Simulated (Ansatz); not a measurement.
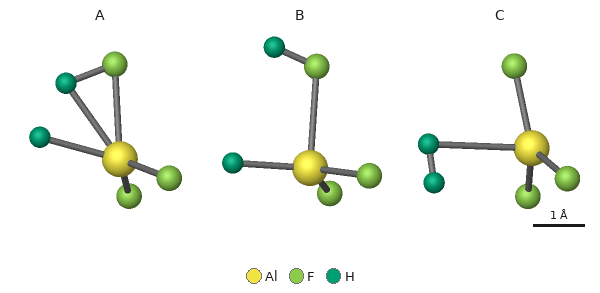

3 geometries from a converged minimum-energy path of AlH2F3, shuffled. A ball-and-stick model, seen at a tilt.

Theory: RKS PBE0-D4/def2-SVP (Ansatz). Set-up: 7 movable images; climbing image; force threshold 0.05 eV/Å; iteration limit 60; starting path through a guess of the saddle point.

### Which of them lies highest in energy?

A. In order along the path, whose images run from 0 to 8: C (image 0, 0.0 kcal/mol), A (image 5, +26.4 kcal/mol), B (image 8, +22.6 kcal/mol). Breaking: H–H (0.77 → 2.48 Å). Forming: Al–H (2.13 → 1.58 Å), F–H (2.38 → 0.93 Å).

The run took 44 s on 1 thread of AMD EPYC 9R45 96-Core Processor (Zen 5) (shared host), peak memory 0.15 GiB.
